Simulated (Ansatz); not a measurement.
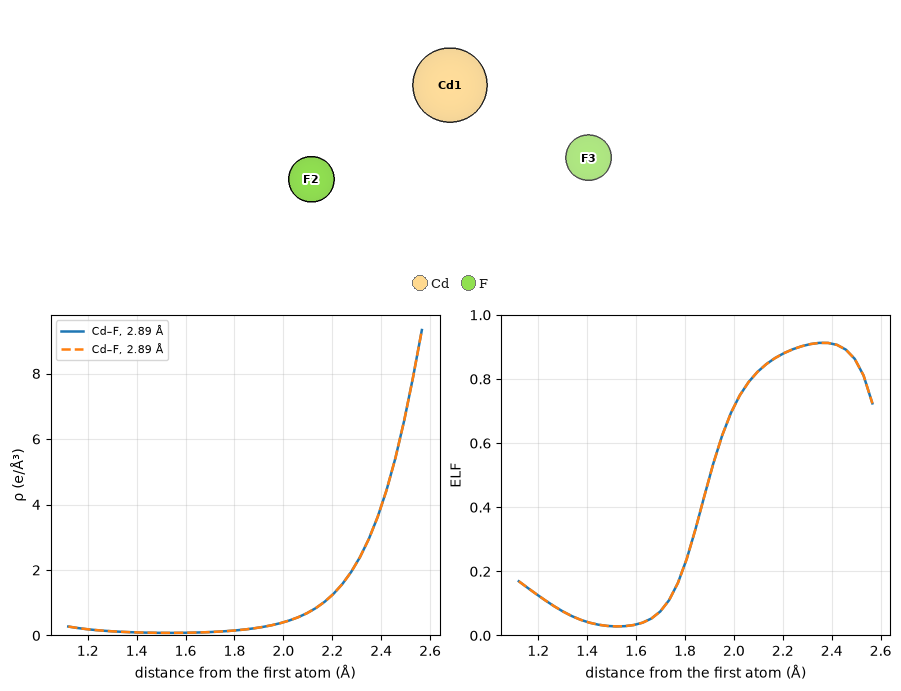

*Cd···F···F (quintet). Electron density and ELF along straight lines between neighbouring atoms. The curves leave out the atomic cores. The structure is drawn too.*

Geometry: r2SCAN-D4/def2-TZVP; core potentials replace the inner electrons of Cd.

Method: UKS PBE0-D4/def2-TZVP (Ansatz).

**Compare the contacts.**

Cd1···F2 (2.89 Å): the density falls to about 0.08 e/Å³ on the way; the ELF dips to about 0 between them.
Cd1···F2 (2.89 Å): the density falls to about 0.08 e/Å³ on the way; the ELF dips to about 0 between them.
